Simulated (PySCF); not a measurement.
# What a change does: single-point calculation on BH$_{3}$BrF

System: BH$_{3}$BrF.
Method of run 1: RKS wB97M-V/def2-TZVPP, density fitting (PySCF 2.14.0).

The geometry comes from this level: PBE0-D4/def2-TZVP. Text and figures count atoms from 1; the logs count them from 0 in places.

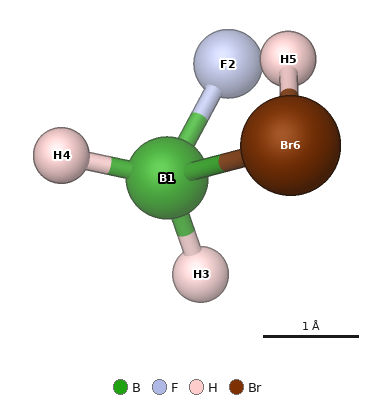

The structure (ball-and-stick view, seen at a tilt; atoms are numbered from 1 in the order of the input).

### Input file, run 1
```python
import json, numpy as np
from pyscf import gto, scf, dft, mp, cc
EV, BOHR = 27.211386245988, 0.529177210903
mol = gto.M(atom="""
B -0.077046 0.302264 -0.478152
F 1.221829 0.079836 0.269679
H -0.103410 -0.309339 -1.495743
H -0.469451 1.415357 -0.346716
H 0.524946 -0.559595 1.006963
Br -1.096968 -0.928524 1.043969
""", basis="def2-tzvpp", charge=0, spin=0, max_memory=8670, verbose=0)
def mean_field(mol, dm=None):
    mf = dft.RKS(mol, xc="wb97m-v").density_fit()
    mf.conv_tol = 1e-9; mf.grids.level = 4
    mf.kernel(dm0=dm)
    if not mf.converged: mf = mf.newton().run(mf.mo_coeff, mf.mo_occ)
    assert mf.converged
    return mf
def d4(mol):
    return 0.0, np.zeros((6, 3))
def energy_and_gradient(mol, dm=None):
    mf = mean_field(mol, dm); e, g = d4(mol)
    return mf, (mf.e_tot + e) * EV, (mf.nuc_grad_method().kernel()[:6] + g) * EV / BOHR
out = {}
mf = mean_field(mol); e = d4(mol)[0]
out.update(energy=(mf.e_tot + e) * EV, converged=True, dispersion=e * EV)
out['s2'] = mf.spin_square()[0]; out['nelec'] = mol.nelec
print(f"Total energy {out['energy']:.6f} eV, <S^2> {out['s2']:.4f}")
json.dump(out, open("out.json", "w"), default=float)
```

Command:
```bash
OMP_NUM_THREADS=4 python run.py
```

Hardware: 4 threads of Arm Neoverse V2, 23 GiB of memory available, shared host.

### Output (run 1)
```
Total energy -73484.646344 eV, <S^2> 0.0000
```

For run 2 the input was changed thus:
```diff
-    mf = dft.RKS(mol, xc="wb97m-v").density_fit()
+    mf = dft.RKS(mol, xc="slater,pw").density_fit()
```

How does run 2 compare with run 1?

The total energies belong to different methods, so their difference says nothing on which is more stable or more accurate. The functional changes from wb97m-v to slater,pw. On the same kind of shared host run 2 took about 0.06 times as long.

### Output (run 2)
```
Total energy -73367.545085 eV, <S^2> 0.0000
```

### The two runs side by side

```csv
quantity,run 1,run 2
outcome,converged,converged
total energy (hartree),−2700.510943,−2696.207552
basis functions,152,152
wall time (shared host),70 s,4.2 s
```
